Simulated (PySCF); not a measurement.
SMILES C[CH][Te]C(C)C (C5H11Te), doublet at its GFN2-xTB optimised geometry (Å):

```
17

C     -0.7126     2.0080     0.8488
C     -1.5102     1.0804     0.0000
Te    -1.2834    -0.9816     0.0000
C      0.9111    -0.9816     0.0000
C      1.4335    -0.2940    -1.2445
C      1.3998    -2.4130     0.0979
H      0.3033     1.6495     0.9962
H     -1.1694     2.1489     1.8347
H     -0.6653     2.9912     0.3775
H     -2.5222     1.3969    -0.2071
H      1.2302    -0.4331     0.8866
H      2.5222    -0.2375    -1.2158
H      1.1447    -0.8480    -2.1358
H      1.0385     0.7164    -1.3248
H      2.4892    -2.4372     0.1272
H      1.0240    -2.8947     0.9988
H      1.0717    -2.9912    -0.7641
```

Calculation: unrestricted PBE0/def2-SVP, def2 effective core potentials past Kr (PySCF). The core electrons that the potentials of Te replace are not part of the density.

Map of the electrostatic potential (hartree/e), clipped to [-0.08, 0.12] on the plane z = 1.5 Å:

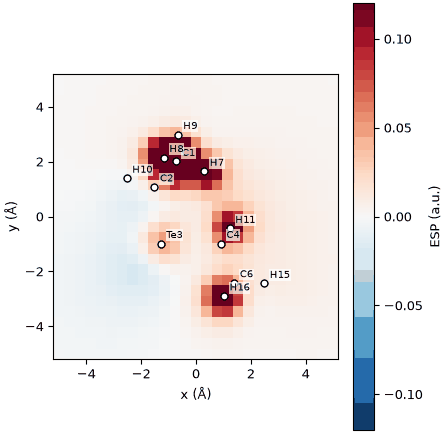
*Electrostatic potential (hartree/e), clipped to [-0.08, 0.12] on the plane z = 1.5 Å.*
